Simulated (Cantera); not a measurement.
Charge: 1 mol Al, 0.34 mol O₂, 250 mol H₂, equilibrated at 1373 K.

These are equilibrium values from Cantera (NASA tables, ideal gas, pure condensed phases), not measurements of a reactor. Candidate condensed phases: Al, Al₂O₃, H₂O; 19 gas species. Mutual solubility and eutectic melting of coexisting phases are not modelled. Rates play no part.

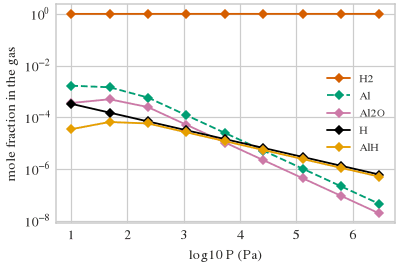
Equilibrium gas composition (values under 1e-9 drawn at 1e-9)

From 10.0 Pa to 48.0 Pa the condensed part is Al₂O₃(s). From 2.30 mbar to 30.0 bar the condensed part is Al(l) + Al₂O₃(s). The main Al-bearing gas is Al at 10.0 Pa and AlH at 30.0 bar.
